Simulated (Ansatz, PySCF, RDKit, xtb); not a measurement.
**Isomers of HfH2Br2O2, a sample narrowed down**

A sample of isomers of HfH2Br2O2 is drawn. Aim: find which of them has the lowest free energy at 298.15 K, then its properties. The sample is small against all isomers, and the most stable one of this formula need not be in it. One structure proposed beforehand is put among the starts (marked given), to see whether the search confirms or beats it.

The funnel: GFN2-xTB relaxations, single points with a density functional, relaxations at PBE0-D4/def2-SVP, harmonic vibrations (at GFN2-xTB), and a last energy at a higher level. All values are calculated.

1 further run of the same task is left out (set aside as unsound or not needed).

**1. Drawing up candidates**

Isomers were drawn by moving bonds and hydrogen atoms under normal valences; this is a sample, not all of them. O–O, O–halogen and N–halogen bonds and N–N–N chains are not drawn. That gives 1 candidate.

```csv
label,SMILES,spin
c181,[OH][Hf]([OH])([Br])[Br],singlet
```

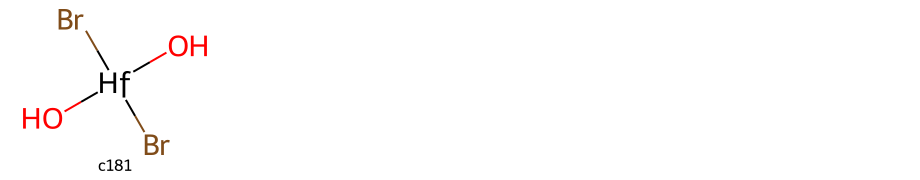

Structural formulas of the candidates.

Candidates are built by distance geometry, with a force field where one applies, in up to four conformers (letters a to d). 6 more come from a given structure, shaken or with two atoms exchanged.

**2. First filter: tight binding**

All 10 starts are relaxed the same way. One of them, c402 (given structure shaken), in full:

Input file start.xyz:

```xyz
7
c402
Br    -1.801570    -2.393420    -1.108393
Br     1.029643     0.610778    -2.445354
Hf    -0.038758    -0.611575    -0.579777
O     -0.937333     1.416173     0.416006
O      1.459495    -0.721827     1.001426
H     -1.932339     1.273784     0.983677
H      1.487116     0.256982     1.456920
```

Run with:

```
xtb start.xyz --gfn 2 --opt --uhf 2
```

Standard output, cut to the lines that bear on the results:

```text
* xtb version 6.7.1
[...]
          :  # basis functions                  40          :
[...]
          :  # electrons                        32          :
[...]
          :  Hamiltonian                  GFN2-xTB          :
[...]
          :  net charge                          0          :
          :  unpaired electrons                  2          :
[...]
   *** convergence criteria satisfied after 57 iterations ***
[...]
   *** GEOMETRY OPTIMIZATION CONVERGED AFTER 39 ITERATIONS ***
[...]
   *** convergence criteria satisfied after 3 iterations ***
[...]
         ::                     SUMMARY                     ::
         :::::::::::::::::::::::::::::::::::::::::::::::::::::
         :: total energy             -18.884973534206 Eh    ::
         :: gradient norm              0.000628792071 Eh/a0 ::
         :: HOMO-LUMO gap              0.696610170124 eV    ::
         ::.................................................::
         :: SCC energy               -18.945607421746 Eh    ::
         :: -> isotropic ES            0.087827958975 Eh    ::
         :: -> anisotropic ES         -0.013923223075 Eh    ::
         :: -> anisotropic XC         -0.020232107357 Eh    ::
         :: -> dispersion             -0.004843737872 Eh    ::
         :: repulsion energy           0.060633887539 Eh    ::
         :: add. restraining           0.000000000000 Eh    ::
         :: total charge              -0.000000000002 e     ::
         :::::::::::::::::::::::::::::::::::::::::::::::::::::
[...]
        17        1.0000           -0.3149624              -8.5706 (HOMO)
        18        0.0000           -0.2893624              -7.8740 (LUMO)
[...]
     #   Z          covCN         q      C6AA      α(0)
     1  35          1.273    -0.024   185.676    21.971
     2  35          1.273    -0.024   185.677    21.971
     3  72          3.141     0.662   152.729    26.604
     4   8          1.504    -0.610    25.538     6.815
     5   8          1.504    -0.610    25.537     6.815
     6   1          0.927     0.303     0.700     1.309
     7   1          0.928     0.303     0.700     1.308
[...]
     #   Z sym  total        # sym  WBO       # sym  WBO       # sym  WBO
 ---------------------------------------------------------------------------
     1  35      1.300 --     3      0.691     2      0.506
     2  35      1.302 --     3      0.692     1      0.506
     3  72      3.436 --     4      0.992     5      0.992     2      0.692
                             1      0.691
     4   8      2.035 --     3      0.992     6      0.869
     5   8      2.035 --     3      0.992     7      0.869
     6   1      0.908 --     4      0.869
     7   1      0.908 --     5      0.869
 ---------------------------------------------------------------------------
[...]
molecular dipole:
                 x           y           z       tot (Debye)
 q only:        0.005       0.050       0.099
   full:        0.159       1.028       2.035       5.810
molecular quadrupole (traceless):
[...]
          | TOTAL ENERGY              -18.884973534206 Eh   |
          | GRADIENT NORM               0.000628792071 Eh/α |
          | HOMO-LUMO GAP               0.696610170124 eV   |
           -------------------------------------------------
[...]
```

Wall time 0.33 s (2 threads of Arm Neoverse V1, shared host).

**3. What the search left**

10 of the 10 relaxations converged; the search merged 6 into others by its test of bonds and energy. 4 distinct structures remain:

```
label    start              SMILES after     spin  energy (kcal/mol)
c181a    given  [OH][Hf]([OH])([Br])[Br]  singlet                0.0
c181b    drawn  [OH][Hf]([OH])([Br])[Br]  singlet                0.0
 c394  altered  [OH][Hf]([OH])([Br])[Br]  triplet               83.2
 c402  altered  [OH][Hf]([OH])([Br])[Br]  triplet               85.1
```

GFN2-xTB has no spin polarisation, so it can't rank spin states and is rough for open shells.

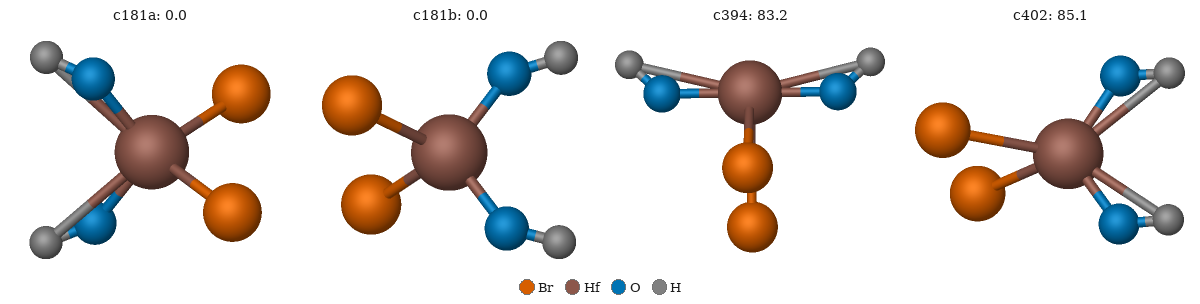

The 4 lowest minima that did not fall apart, with their GFN2-xTB energies in kcal/mol.

**4. Second filter: single points**

A choice of the minima (the low ones first, few conformers of a pattern, up to a cap) and the lowest that fell apart get a single point at r2SCAN-D4/def2-SVP on the tight-binding geometry. The first, c181a:

Input file input.yaml:

```yaml
crystal:
  periodic: [false, false, false]
  atoms:
    - {symbol: Br, position_ang: [-1.325810, -2.122860, -1.097760]}
    - {symbol: Br, position_ang: [1.037600, 0.537880, -2.449200]}
    - {symbol: Hf, position_ang: [-0.036210, -0.174320, -0.366830]}
    - {symbol: O, position_ang: [-1.197800, 1.094910, 0.315430]}
    - {symbol: O, position_ang: [1.288750, -0.587500, 0.859000]}
    - {symbol: H, position_ang: [-1.506680, 1.360770, 1.183130]}
    - {symbol: H, position_ang: [1.740160, -0.108870, 1.556230]}
basis:
  gaussian:
    orbitals: def2-SVP
scf:
  lower_state_search: "off"
output:
  orbitals: {seedname: orbitals}
hamiltonian:
  xc: {name: r2SCAN}
  dispersion: d4
```

Run with:

```
ansatz run input.yaml --threads 2 --pin off --max-ram 6090MiB --events-out events.jsonl --progress --plain --runs-dir runs
```

Standard output, cut to the lines that bear on the results:

```text
Warning: RAYON_NUM_THREADS=2 ignored (pool sized by the plan → 2); use --threads N
Functional definition: r2SCAN
  name "r2SCAN"
[...]
1406 factors; their error is unknown
[...]
mean field -145511.75806110 eV, -5347.4584773333 hartree, gradient 2.1e-6 eV, S^2 0.000000; 0 other end points of the search recorded, 0 dependent functions left out
reference -145511.75808658 eV, -5347.4584782698 hartree; 50, 50 occupied and 84, 84 virtual orbitals, 1406 factors
Total energy: -145511.80470298 eV, -5347.4601913908 hartree
Checks for a lower state left out: stability, starts, cluster_reference, orbital_swaps, neighbouring_geometries, increment
```

Run time: 4.5 s. Hardware: 2 threads of Arm Neoverse V1, shared host; peak memory 0.19 GiB.

Relative energies in kcal/mol, each column from its lowest structure that stays in one piece:

| label | SMILES | spin | GFN2-xTB | r2SCAN-D4/def2-SVP |
| --- | --- | --- | --- | --- |
| c181b | [OH][Hf]([OH])([Br])[Br] | singlet | 0.0 | 0.0 |
| c181a | [OH][Hf]([OH])([Br])[Br] | singlet | 0.0 | 0.5 |
| c402 | [OH][Hf]([OH])([Br])[Br] | triplet | 85.1 | 96.9 |
| c394 | [OH][Hf]([OH])([Br])[Br] | triplet | 83.2 | 128.2 |

**5. Relaxing the best candidates**

3 candidates are relaxed at PBE0-D4/def2-SVP (chosen among the lowest in one piece, with other spins of them). The first, c181a:

input.yaml: that of step 4 with these lines changed.

```diff
@@ -13,8 +13,8 @@
     orbitals: def2-SVP
+hamiltonian:
+  xc: {name: PBE0}
+  dispersion: d4
 scf:
   lower_state_search: "off"
-output:
-  orbitals: {seedname: orbitals}
-hamiltonian:
-  xc: {name: r2SCAN}
-  dispersion: d4
+relax:
+  f_tol: 0.006
```

Run with:

```
ansatz run input.yaml --threads 2 --pin off --max-ram 6090MiB --events-out events.jsonl --progress --plain --runs-dir runs
```

Standard output, cut to the lines that bear on the results:

```text
Warning: RAYON_NUM_THREADS=2 ignored (pool sized by the plan → 2); use --threads N
[...]
Functional definition: PBE0
  name "PBE0"
[...]
1383 factors; integrals over basis functions are off by at most 2.4e-4 eV
[...]
mean field -145492.52164376 eV, -5346.7515520350 hartree, gradient 7.2e-6 eV, S^2 0.000000; 0 other end points of the search recorded, 0 dependent functions left out
[...]
reference -145492.52169735 eV, -5346.7515540044 hartree; 50, 50 occupied and 84, 84 virtual orbitals, 1383 factors
relax step   1: F+E_penalty+E_count = -145492.69383868 eV  Δ(F+E_penalty+E_count) = +0.000e0 eV  max|allowed force component| = 2.271e0 eV/Å  Δτ_max = 0.0000 Å  (15 SCF iters, accepted)
[...]
relax step   4: F+E_penalty+E_count = -145493.12062790 eV  Δ(F+E_penalty+E_count) = -7.822e-2 eV  max|allowed force component| = 1.819e-1 eV/Å  Δτ_max = 0.2000 Å  (24 SCF iters, accepted)
[...]
relax step  12: F+E_penalty+E_count = -145493.15446814 eV  Δ(F+E_penalty+E_count) = -1.612e-5 eV  max|allowed force component| = 2.155e-3 eV/Å  Δτ_max = 0.0072 Å  (14 SCF iters, accepted)
Total energy: -145493.15452235 eV, -5346.7748098940 hartree
Atom 0 at    -1.246092    -2.294330    -0.877201 Å, force     0.000103    -0.000071    -0.000248 eV/Å
Atom 1 at     0.973847     0.820900    -2.442130 Å, force     0.000021     0.000081    -0.000464 eV/Å
Atom 2 at    -0.028975    -0.157009    -0.353725 Å, force    -0.000210    -0.001322    -0.001428 eV/Å
Atom 3 at    -1.260027     1.088190     0.379068 Å, force     0.000507     0.000040     0.000182 eV/Å
Atom 4 at     1.363468    -0.528709     0.881585 Å, force     0.001445     0.000134     0.002155 eV/Å
Atom 5 at    -1.815354     1.715124     0.839410 Å, force    -0.000785     0.000960     0.000829 eV/Å
Atom 6 at     2.013143    -0.644155     1.572993 Å, force    -0.001082     0.000179    -0.001026 eV/Å
Dipole moment:     0.063321     0.342891     0.772122 e Å
Checks for a lower state left out: stability, starts, cluster_reference, orbital_swaps, neighbouring_geometries, increment
```

Wall time 55 s (2 threads of Arm Neoverse V1, shared host); peak memory 0.34 GiB.

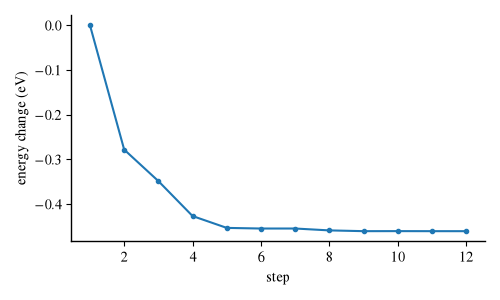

Energy along the run, all evaluated steps.

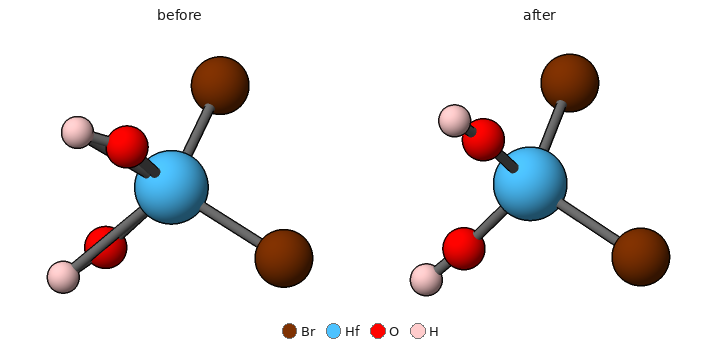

Before and after, at one scale.

After the run. Bond lengths: Br1–Hf3 2.515 Å, Br2–Hf3 2.515 Å, Hf3–O4 1.898 Å, Hf3–O5 1.898 Å, O4–H6 0.956 Å, O5–H7 0.956 Å. Angles: Br1–Hf3–Br2 110.5°, Br1–Hf3–O4 108.9°, Br1–Hf3–O5 108.9°, Br2–Hf3–O4 108.9°, Br2–Hf3–O5 108.9°, O4–Hf3–O5 110.7°, Hf3–O4–H6 173.3°, Hf3–O5–H7 173.3°.

**6. The relaxed candidates**

```csv
label,spin,r2SCAN-D4/def2-SVP (kcal/mol),"PBE0-D4/def2-SVP, relaxed (kcal/mol)",time,note
c181a,singlet,0.5,0.0,55 s,
c181b,singlet,0.0,0.0,54 s,same minimum as c181a
c402,triplet,96.9,85.9,2.4 min,
```

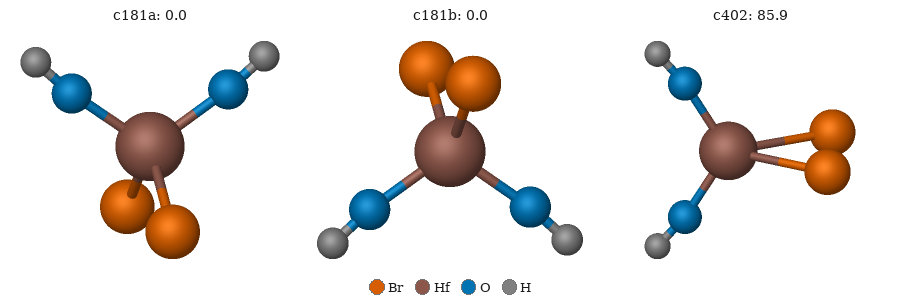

The relaxed structures, with energies at PBE0-D4/def2-SVP in kcal/mol.

**7. Vibrations and thermal terms**

The lowest few go on as finalists. In this search the thermal terms come from GFN2-xTB at its own nearest minimum. The first, c181a:

Input file start.xyz:

```xyz
7
c181a
Br    -1.246092    -2.294330    -0.877201
Br     0.973847     0.820900    -2.442130
Hf    -0.028975    -0.157009    -0.353725
O     -1.260027     1.088190     0.379068
O      1.363468    -0.528709     0.881585
H     -1.815354     1.715124     0.839410
H      2.013143    -0.644155     1.572993
```

Run with:

```
xtb start.xyz --gfn 2 --ohess tight
```

Standard output, cut to the lines that bear on the results:

```text
* xtb version 6.7.1
[...]
          :  # basis functions                  40          :
[...]
          :  # electrons                        32          :
[...]
          :  Hamiltonian                  GFN2-xTB          :
[...]
          :  net charge                          0          :
          :  unpaired electrons                  0          :
[...]
   *** convergence criteria satisfied after 23 iterations ***
[...]
   *** GEOMETRY OPTIMIZATION CONVERGED AFTER 20 ITERATIONS ***
[...]
   *** convergence criteria satisfied after 3 iterations ***
[...]
         ::                     SUMMARY                     ::
         :::::::::::::::::::::::::::::::::::::::::::::::::::::
         :: total energy             -19.020548424601 Eh    ::
         :: gradient norm              0.000598757949 Eh/a0 ::
         :: HOMO-LUMO gap              3.766645272059 eV    ::
         ::.................................................::
         :: SCC energy               -19.089121781806 Eh    ::
         :: -> isotropic ES            0.056180114732 Eh    ::
         :: -> anisotropic ES         -0.015040130394 Eh    ::
         :: -> anisotropic XC         -0.033795886130 Eh    ::
         :: -> dispersion             -0.004975475958 Eh    ::
         :: repulsion energy           0.068573357205 Eh    ::
         :: add. restraining           0.000000000000 Eh    ::
         :: total charge              -0.000000000000 e     ::
         :::::::::::::::::::::::::::::::::::::::::::::::::::::
[...]
        16        2.0000           -0.4355595             -11.8522 (HOMO)
        17                         -0.2971369              -8.0855 (LUMO)
[...]
     #   Z          covCN         q      C6AA      α(0)
     1  35          0.760    -0.222   190.662    22.261
     2  35          0.760    -0.222   190.649    22.261
     3  72          2.963     1.152   130.426    24.585
     4   8          1.504    -0.664    26.891     6.993
     5   8          1.504    -0.664    26.892     6.993
     6   1          0.834     0.311     0.685     1.298
     7   1          0.834     0.311     0.685     1.298
[...]
          | TOTAL ENERGY              -19.020548424637 Eh   |
          | TOTAL ENTHALPY            -18.986077581872 Eh   |
          | TOTAL FREE ENERGY         -19.036281058249 Eh   |
          | GRADIENT NORM               0.000598885842 Eh/α |
[...]
```

It took 0.25 s on 2 threads of Arm Neoverse V1, shared host.

**8. Thermal terms of the finalists**

As xtb prints them, at 298.15 K, with its own treatment of low modes:

```csv
label,SMILES,spin,lowest mode (cm⁻¹),zero-point (kcal/mol),G − E (kcal/mol)
c181a,[OH][Hf]([OH])([Br])[Br] ‡,singlet,7i,14.7,-9.9
c402,[OH][Hf]([OH])([Br])[Br] ‡,triplet,66,15.0,-8.9
```

‡ marks the bonded skeleton alone, with all bonds drawn single: no Lewis structure was assigned that passes a check against the bond lengths.

c181a keeps an imaginary mode, a small one that points to a nearly free motion; the harmonic terms are rough for it.

**9. Last filter: a higher level**

Each finalist gets a single point at CCSD(T)/def2-SVP + MP2/def2-TZVPP - MP2/def2-SVP.

c181a, CCSD(T)/def2-SVP:

Input file input.yaml:

```yaml
crystal:
  periodic: [false, false, false]
  atoms:
    - {symbol: Br, position_ang: [-1.246092, -2.294330, -0.877201]}
    - {symbol: Br, position_ang: [0.973847, 0.820900, -2.442130]}
    - {symbol: Hf, position_ang: [-0.028975, -0.157009, -0.353725]}
    - {symbol: O, position_ang: [-1.260027, 1.088190, 0.379068]}
    - {symbol: O, position_ang: [1.363468, -0.528709, 0.881585]}
    - {symbol: H, position_ang: [-1.815354, 1.715124, 0.839410]}
    - {symbol: H, position_ang: [2.013143, -0.644155, 1.572993]}
basis:
  gaussian:
    orbitals: def2-SVP
correlation:
  method: ccsd_t
  frozen_orbitals: {Br: 9, H: 0, O: 1, Hf: 0}
```

Run with:

```
ansatz run input.yaml --threads 2 --pin off --max-ram 6090MiB --events-out events.jsonl --progress --plain --runs-dir runs
```

Standard output, cut to the lines that bear on the results:

```text
Warning: RAYON_NUM_THREADS=2 ignored (pool sized by the plan → 2); use --threads N
Functional definition: HF
  name "HF"
[...]
1298 factors; integrals over basis functions are off by at most 6.3e-4 eV
[...]
mean field -145383.87526472 eV, -5342.7588712484 hartree, gradient 1.4e-6 eV, S^2 0.000000; 0 other end points of the search recorded, 0 dependent functions left out
20 core orbitals not correlated: weight in the atoms' cores, before any rotation towards them, 1.000 or more for the frozen orbitals, at most 0.000 for the correlated occupied ones
reference -145383.87526472 eV, -5342.7588712484 hartree; 30, 30 occupied and 84, 84 virtual orbitals, 1298 factors
second order -28.77151301 eV of doubles, -0.00000000 eV of singles
cycle   1  -28.05535244 eV  change    7.2e-1 eV  update   1.5e-1
[...]
cycle   9  -28.82948681 eV  change   -4.6e-5 eV  update   2.4e-5
perturbative correction -0.76938077 eV, -0.0282742217 hartree
Total energy: -145413.47413230 eV, -5343.8466095690 hartree
```

Run time: 64 s. Hardware: 2 threads of Arm Neoverse V1, shared host; peak memory 1 GiB.

**10. c181a at MP2/def2-TZVPP**

input.yaml: that of step 9 with these lines changed.

```diff
@@ -12,5 +12,5 @@
   gaussian:
-    orbitals: def2-SVP
+    orbitals: def2-TZVPP
 correlation:
-  method: ccsd_t
+  method: mp2
   frozen_orbitals: {Br: 9, H: 0, O: 1, Hf: 0}
```

Run with:

```
ansatz run input.yaml --threads 2 --pin off --max-ram 6090MiB --events-out events.jsonl --progress --plain --runs-dir runs
```

Standard output:

```text
Warning: RAYON_NUM_THREADS=2 ignored (pool sized by the plan → 2); use --threads N
Functional definition: HF
  name "HF"
  exchange = exact_x
  correlation = 0
1589 factors; integrals over basis functions are off by at most 8.2e-4 eV
mean field evaluation 1: about -145400.6981 eV, gradient 5.8e1 eV
mean field evaluation 2: about -145400.8489 eV, gradient 5.8e1 eV
mean field evaluation 4: about -145406.7195 eV, gradient 2.8e0 eV
mean field evaluation 8: about -145406.7701 eV, gradient 2.0e-1 eV
mean field -145406.77029794 eV, -5343.6002482006 hartree, gradient 8.2e-6 eV, S^2 0.000000; 0 other end points of the search recorded, 0 dependent functions left out
20 core orbitals not correlated: weight in the atoms' cores, before any rotation towards them, 1.000 or more for the frozen orbitals, at most 0.000 for the correlated occupied ones
reference -145406.77029794 eV, -5343.6002482006 hartree; 30, 30 occupied and 192, 192 virtual orbitals, 1589 factors
second order -36.67325703 eV of doubles, -0.00000000 eV of singles
Total energy: -145443.44355498 eV, -5344.9479655385 hartree
```

It took 9.6 s on 2 threads of Arm Neoverse V1, shared host; peak memory 0.7 GiB.

**11. c402 at CCSD(T)/def2-SVP**

Input file input.yaml:

```yaml
crystal:
  periodic: [false, false, false]
  atoms:
    - symbol: Br
      position_ang: [-1.029869, -2.160727, -1.616975]
    - symbol: Br
      position_ang: [0.478831, -0.063878, -2.790203]
    - symbol: Hf
      position_ang: [-0.110648, -0.061268, -0.113114]
    - symbol: O
      position_ang: [-1.411045, 1.203854, 0.478020]
    - symbol: O
      position_ang: [1.330701, -0.428111, 1.082276]
    - symbol: H
      position_ang: [-1.972338, 1.847034, 0.906577]
    - symbol: H
      position_ang: [1.980620, -0.506008, 1.777925]
basis:
  gaussian:
    orbitals: def2-SVP
magnetization:
  spin_polarized: true
  initial_magnetization: 2
correlation:
  method: ccsd_t
  frozen_orbitals: {Br: 9, H: 0, O: 1, Hf: 0}
scf:
  omitted_lower_state_checks: [cluster_reference]
```

Run with:

```
ansatz run input.yaml --threads 2 --pin off --max-ram 6090MiB --events-out events.jsonl --progress --plain --runs-dir runs
```

Standard output, cut to the lines that bear on the results:

```text
Warning: RAYON_NUM_THREADS=2 ignored (pool sized by the plan → 2); use --threads N
Functional definition: HF
  name "HF"
[...]
1298 factors; integrals over basis functions are off by at most 6.9e-4 eV
[...]
mean field -145380.15592397 eV, -5342.6221879968 hartree, gradient 1.7e-6 eV, S^2 2.018761; 4 other end points of the search recorded, 0 dependent functions left out
20 core orbitals not correlated: weight in the atoms' cores, before any rotation towards them, 1.000 or more for the frozen orbitals, at most 0.000 for the correlated occupied ones
reference -145380.15592397 eV, -5342.6221879968 hartree; 31, 29 occupied and 83, 85 virtual orbitals, 1298 factors
second order -28.28266619 eV of doubles, -0.00000000 eV of singles
cycle   1  -27.76779331 eV  change    5.1e-1 eV  update   1.4e-1
[...]
cycle  13  -28.55609918 eV  change    1.4e-5 eV  update   1.5e-5
perturbative correction -0.73940014 eV, -0.0271724540 hartree
Total energy: -145409.45142329 eV, -5343.6987777396 hartree
Checks for a lower state left out: cluster_reference
```

Wall time 5.6 min (2 threads of Arm Neoverse V1, shared host); peak memory 2.7 GiB.

[end of part 1 of 2]
